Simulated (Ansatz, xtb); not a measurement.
Breaking the Si3–H4 bond in H4MgSi (SMILES [MgH][SiH3]) (multiplicity 1 held, fragments rigid). Energies count from the point at 1.491 Å.
Geometry at that point (charge 0, multiplicity 1):
```xyz
6

Mg    -1.2739    -0.6992    -0.1785
H     -2.7546    -1.5120    -0.3860
Si     0.9718     0.5334     0.1362
H      1.6131     0.2497     1.4524
H      0.8377     2.0169     0.0636
H      1.9863     0.1688    -0.8943
```

R- and RO- levels are restricted; in cc, def2 and unpolarised 6-31G sets they are followed outwards from rest. Unrestricted levels (U-) break spin symmetry where that is lower. Active spaces are followed from a long bond inwards. Left out are points that failed, MP2 points in a non-variational dive below the minimum, coupled-cluster points behind a sign of a changed root (a jump of the amplitudes, or a one-step jump against full CI or MRCI), small-basis points behind a change of solution, and semi-empirical points at long bonds. Curves can end on different states.

Correlated levels freeze the cores.

The values were computed with Ansatz (a first-principles code); xtb for the GFN methods. Values without a source in brackets are computed. The GFN methods have no spin term and hold the electronic entropy of 300 K.

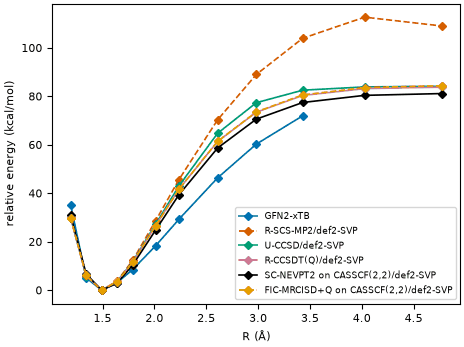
Fig. 1. Relative energy along the coordinate

Question: Read off the GFN2-xTB curve at R = 2.237.

Answer: about 29 kcal/mol

Doubts at one or more of the structures used: a restricted determinant that unrestricted orbitals would lower (R-SCS-MP2/def2-SVP, R-CCSDT(Q)/def2-SVP); a spin-contaminated determinant (U-CCSD/def2-SVP); T1 above 0.05 (U-CCSD/def2-SVP, R-CCSDT(Q)/def2-SVP); other coupled-cluster roots lie near (R-CCSDT(Q)/def2-SVP).
